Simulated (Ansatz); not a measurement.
```xyz
7

C    -0.6979   -0.2990    0.6015
Al    0.8981    2.1195   -1.3507
F     1.6208    3.2229   -2.3753
Si   -0.4731    0.1361   -1.2690
H     0.2509   -0.5297    1.1118
H    -1.3257   -1.2058    0.6420
H    -1.2154    0.4882    1.1726
```

Geometry: B3LYP-D3(BJ)/def2-SVP.

Level of theory: isolated molecule in a Gaussian basis; Kohn-Sham density functional theory, functional PBE0 (Ansatz).

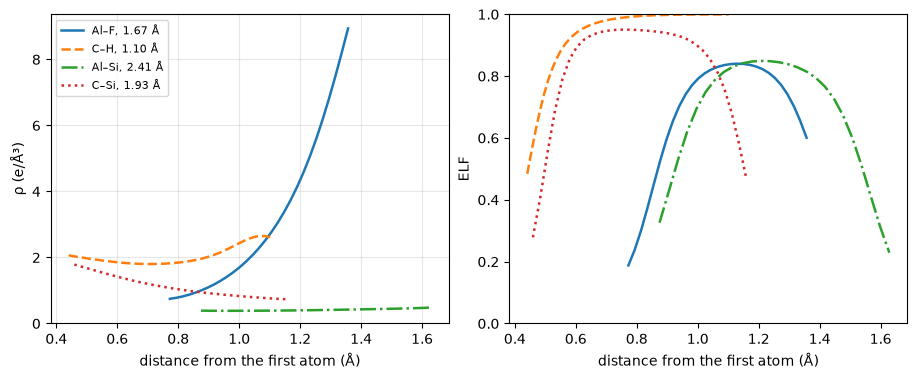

CH3AlFSi (SMILES C[Si][Al][F]) (doublet). Electron density and ELF along straight lines between neighbouring atoms. The curves leave out the atomic cores.

Question: What can be read from the curves?

Answer: Al–F (1.67 Å): ρ at the midpoint is about 0.87 e/Å³; the ELF peaks at about 0.85 in the valence shell of F, 0.5 Å from its nucleus, and is about 0.35 at the midpoint.
C–H (1.10 Å): ρ is about 1.9 e/Å³ halfway; the ELF climbs to about 1 towards the hydrogen, as it does in any bond to H: a covalent bond by its length.
Al–Si (2.41 Å): ρ at the midpoint is about 0.4 e/Å³; the ELF peaks at about 0.85 in the valence shell of Si, 1.2 Å from its nucleus, and is about 0.85 at the midpoint.
C–Si (1.93 Å): ρ at the midpoint is about 0.86 e/Å³; the ELF peaks at about 0.95 between the atoms, as expected for a covalent bond.
